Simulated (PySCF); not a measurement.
```tsv
atom	x (Å)	y (Å)	z (Å)
O	-3.2774	-1.4217	0.2930
C	-2.2951	-0.7987	-0.0064
Si	-0.7068	-1.7202	-0.6483
C	0.7924	-0.6948	-0.4940
C	1.7858	0.0102	-0.3758
Ge	3.3336	1.1090	-0.1883
C	-2.3201	0.7430	0.0540
F	-1.4560	1.1692	0.9729
F	-3.5204	1.2099	0.3438
F	-1.9407	1.2257	-1.1315
H	-0.9840	-2.0443	-2.0761
H	-0.6026	-2.9585	0.1669
H	4.1126	0.6355	1.0462
H	4.1865	0.9557	-1.4546
H	2.8764	2.5627	-0.0149
```

Geometry: PBE0-D3(BJ)/def2-SVP.

These are results of CAM-B3LYP/def2-SVPD, SCF density, gas phase in PySCF 2.14.0, not measurements.

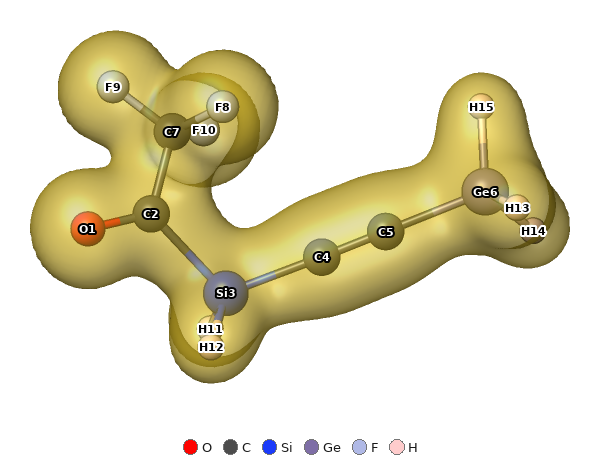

C$_{4}$H$_{5}$F$_{3}$GeOSi. Isosurface of the total electron density at 0.2 e/Å³ (yellow), seen across its widest extent.

Question: How is the density connected at this value?

Answer: At this value the surface is in one piece. It bridges the sampled C–O (1.20 Å), C–C (1.22 Å), C–F (1.32 Å) and C–Si (1.82 Å) contacts, where the density stays above the isovalue. On the grid the lowest density along these lines, outside the cores, is 2.9 e/Å³ (C–O, 1.20 Å), 2.7 e/Å³ (C–C, 1.22 Å), 1.9 e/Å³ (C–F, 1.32 Å) and 0.81 e/Å³ (C–Si, 1.82 Å).
